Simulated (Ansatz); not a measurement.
SiH₅Cl: several calculations on one system

### Relaxation

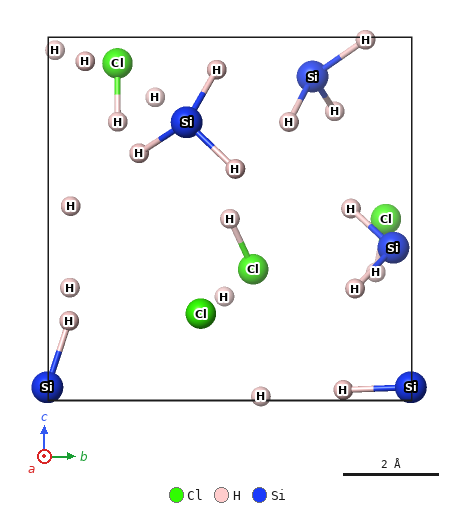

An amorphous cell of composition SiH5Cl, before the relaxation. Style: ball-and-stick. Shown: the cell of the calculation (origin shifted), along the a axis.

The cell holds 4 HCl + 4 SiH4. The run prepares the start of a later molecular dynamics calculation, from a guessed geometry.

All numbers below come from DFT LDA, scalar-relativistic, plane waves, PAW in Ansatz.

Input file:
```yaml
accuracy: low
crystal:
  lattice:
    - [7.705994, 0.0, 0.0]
    - [0.0, 7.705994, 0.0]
    - [0.0, 0.0, 7.705994]
  atoms:
    - { symbol: Cl, position: [0.6814604, 0.562477, 0.7459927] }
    - { symbol: H, position: [0.7463619, 0.498551, 0.8848847] }
    - { symbol: Cl, position: [0.1703974, 0.4184208, 0.6240148] }
    - { symbol: H, position: [0.3158273, 0.4834621, 0.6710205] }
    - { symbol: Cl, position: [0.7278744, 0.1890941, 0.3124739] }
    - { symbol: H, position: [0.7703614, 0.1897613, 0.1518995] }
    - { symbol: Cl, position: [0.4067182, 0.9276135, 0.8841075] }
    - { symbol: H, position: [0.3338491, 0.8998982, 0.7374388] }
    - { symbol: Si, position: [0.1972753, 0.3793614, 0.1503855] }
    - { symbol: H, position: [0.1013028, 0.4621956, 0.2951519] }
    - { symbol: H, position: [0.0845986, 0.2486852, 0.0651959] }
    - { symbol: H, position: [0.2482203, 0.513488, 0.0221505] }
    - { symbol: H, position: [0.3549794, 0.2930768, 0.2190436] }
    - { symbol: Si, position: [0.19262, 0.9961985, 0.4212456] }
    - { symbol: H, position: [0.36957, 1.0174473, 0.3486732] }
    - { symbol: H, position: [0.1906263, 1.0562612, 0.6040516] }
    - { symbol: H, position: [0.0680432, 1.10047, 0.3181068] }
    - { symbol: H, position: [0.1422405, 0.8106153, 0.4141507] }
    - { symbol: Si, position: [0.8145209, 0.9482249, 0.805304] }
    - { symbol: H, position: [0.9212785, 1.0602448, 0.9196889] }
    - { symbol: H, position: [0.7058376, 0.8315817, 0.9130624] }
    - { symbol: H, position: [0.7011123, 1.0582582, 0.6954828] }
    - { symbol: H, position: [0.9298551, 0.8428147, 0.6929819] }
    - { symbol: Si, position: [0.7074843, 0.7257466, 0.2763143] }
    - { symbol: H, position: [0.7818155, 0.8715932, 0.3774735] }
    - { symbol: H, position: [0.6574303, 0.5836161, 0.3959933] }
    - { symbol: H, position: [0.5520846, 0.7867118, 0.180587] }
    - { symbol: H, position: [0.8386068, 0.6610653, 0.1512033] }
basis:
  ecutwfc: 420.0
kpoints:
  mp_grid: { grid: [1, 1, 1] }
hamiltonian:
  xc: lda
scf:
  occupations: { method: fermi_dirac, width: 0.05 }
  lower_state_search: "off"
relax:
  f_tol: 0.3
  max_steps: 15
  adjacent_minimum: "off"
output:
  write_density: true
  write_potential: true
  elf: true
  volumetric_format: npy
```

Command:
```bash
ansatz run input.yaml --threads 1 --pin off --max-ram 3072MiB --backend cpu --events-out ev --progress --plain --runs-dir out
```

> Where does the relaxation end?

After 12 geometry steps the energy has fallen by 1.501 eV per cell of the calculation. The largest force component goes from 0.74 to 0.21 eV/Å. The atom that moves furthest is H2 (1.36 Å roughly along [−1 −1 1]). Largest moves by element: H 1.36 Å, Cl 1.30 Å, Si 0.29 Å. The cell stays as it was. Near-neighbour distances that change, for instance: Cl1–H2 1.280 → 1.342 Å, Cl3–H4 1.280 → 1.332 Å, Si19–H20 1.483 → 1.519 Å, Cl7–H8 1.280 → 1.311 Å. Among the angles between lasting bonds that change: H16–Si14–H17 109.5° → 106.8°, H21–Si19–H22 109.5° → 112.1°.

History of the run:

| step | E − E(0), meV/atom | largest force component, eV/Å |
| --- | --- | --- |
| 0 | 0.00 | 0.7357 |
| 1 | -13.93 | 0.3185 |
| 2 | -20.46 | 0.9382 |
| 3 | -27.50 | 0.7177 |
| 4 | -31.88 | 0.6757 |
| 5 | -35.57 | 0.4847 |
| 6 | -39.05 | 0.3608 |
| 7 | -42.06 | 0.4873 |
| 8 | -45.02 | 0.4994 |
| 9 | -47.47 | 0.6326 |
| 10 | -49.76 | 0.6455 |
| 11 | -52.20 | 0.4008 |
| 12 | -53.59 | 0.2117 |

Final geometry:

```xyz
28
Lattice="7.7060 0.0000 0.0000 0.0000 7.7060 0.0000 0.0000 0.0000 7.7060" Properties=species:S:1:pos:R:3 pbc="T T T"
Cl    5.0020    3.8087    6.4782
H     4.9941    2.9448    7.5045
Cl    2.1503    3.8284    4.6639
H     3.1611    3.7026    5.5219
Cl    5.3371    1.6046    1.1473
H     6.3246    1.1526    0.3753
Cl    2.8229    6.7547    6.9638
H     2.2262    7.1914    5.8809
Si    1.3930    3.1846    1.1141
H     0.4380    3.5380    2.2132
H     0.7139    2.2284    0.1793
H     1.7949    4.4127    0.3594
H     2.6040    2.5244    1.6886
Si    1.5187    7.5872    3.1424
H     2.9112    0.0955    2.6399
H     1.4916    0.2198    4.6106
H     0.5537    0.8059    2.4667
H     1.0861    6.1675    2.9566
Si    6.5421    7.3672    6.1554
H     7.3945    0.6813    6.8901
H     5.8377    6.5583    7.1900
H     5.5905    0.4278    5.2995
H     7.4474    6.5192    5.3282
Si    5.2657    5.5560    2.3064
H     5.8031    6.7823    2.9852
H     4.8923    4.5493    3.3492
H     4.0529    5.9164    1.5042
H     6.3174    4.9873    1.4061
```

After the run, drawn alike:

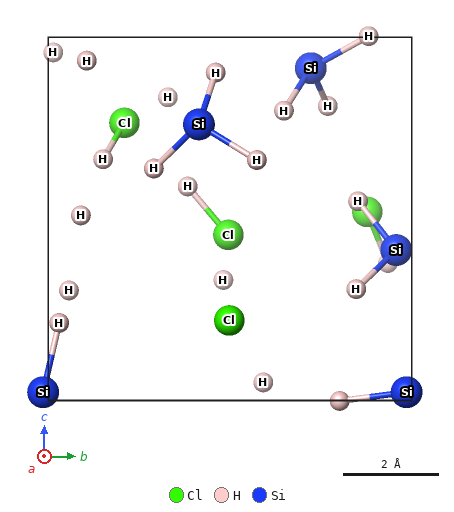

Limits of the set-up: the program's low-accuracy preset was used; the periodic images lie only 7.7 Å apart, so the values are limited by the cell's size.

### Dynamics

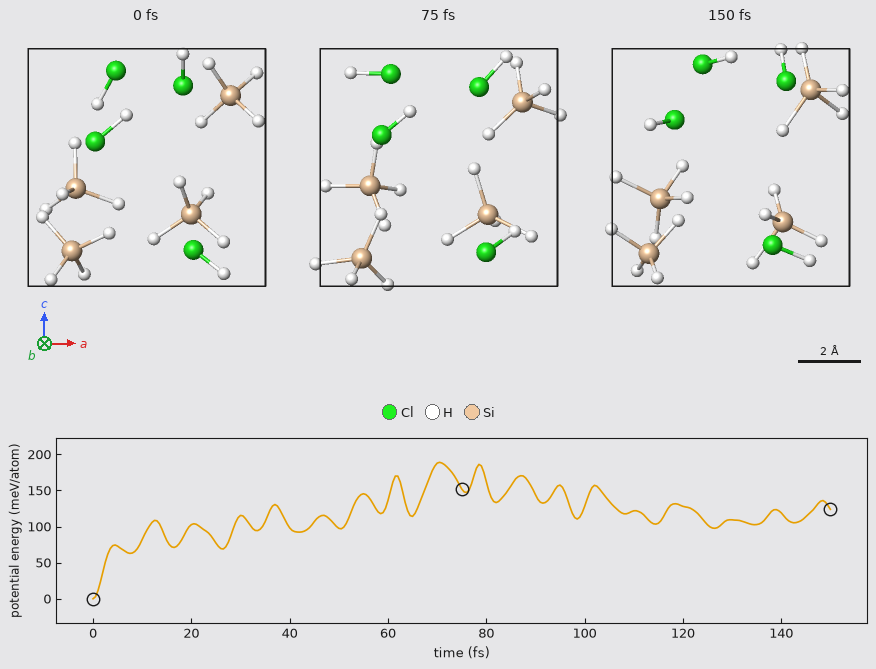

First-principles dynamics of a periodic cell with 4 HCl + 4 SiH4 at 0.995 g/cm³, 150 fs long. Frames and the history of the run. Style: ball-and-stick. Shown: the simulation cell, along the b axis. Atoms that leave the cell re-enter on the other side.

The calculation used Ansatz 0.2.0, DFT LDA, scalar-relativistic, plane waves, PAW. Run with plane-wave cutoff 420 eV; k-point mesh 1 × 1 × 1; Fermi-Dirac smearing 0.05 eV; low-accuracy preset; Langevin thermostat (NVT); set temperature 1500 K; time step 0.5 fs; friction 0.02 per fs.

Question: What do the frames and curves show?

Answer: In the second half of the run the atoms are, in the root-mean-square, this far from where they began (common drift taken out): H 1.88 Å, Si 0.51 Å, Cl 0.45 Å. The heavy atoms stay within a fraction of a molecule's size of their starting places, while the hydrogen atoms travel further, as molecules turn; so short a run doesn't tell a liquid from a solid. Over the second half the temperature averages 1323 K (spread ±140 K). The potential energy is still drifting at the end, so the run hasn't reached equilibrium. The potential energy in the second half lies on average 128 meV per atom above the first frame.

Limits of the set-up: the program's low-accuracy preset was used; the periodic images lie only 7.7 Å apart, so the values are limited by the cell's size.

Cost: 4.9 min on 1 thread of Arm Neoverse V2 (shared host), peak memory 0.38 GiB.

### Dynamics

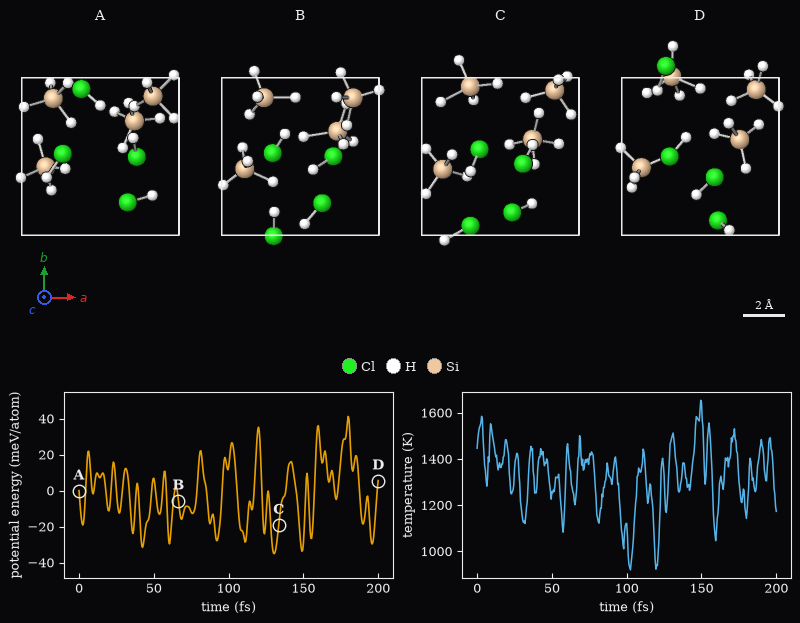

Molecular dynamics of a periodic cell with 4 HCl + 4 SiH4 at 0.995 g/cm³, 200 fs long. It starts from the last geometry of an earlier run, with fresh velocities. Frames (A at 0 fs, B at 66 fs, C at 134 fs, D at 200 fs) and the history of the run. Style: ball-and-stick. Shown: the simulation cell, along the c axis. Atoms that leave the cell re-enter on the other side.

These are results of Ansatz 0.2.0, DFT LDA, scalar-relativistic, plane waves, PAW, not measurements. Set-up: plane-wave cutoff 420 eV; k-point mesh 1 × 1 × 1; Fermi-Dirac smearing 0.05 eV; low-accuracy preset; Langevin thermostat (NVT); set temperature 1500 K; time step 0.5 fs; friction 0.005 per fs.

Question: What do the frames and curves show?

Answer: Root-mean-square distances from the starting positions over the second half, with the common drift of all atoms taken out: H 1.96 Å, Cl 1.13 Å, Si 0.98 Å. The molecules turn and drift from their places. Over the second half the temperature averages 1317 K (spread ±153 K). The potential energy in the second half lies on average 0.1 meV per atom above the first frame.

Limits of the set-up: the program's low-accuracy preset was used; the periodic images lie only 7.7 Å apart, so the values are limited by the cell's size.

Cost: 6.5 min on 1 thread of Arm Neoverse V2 (shared host), peak memory 0.38 GiB.
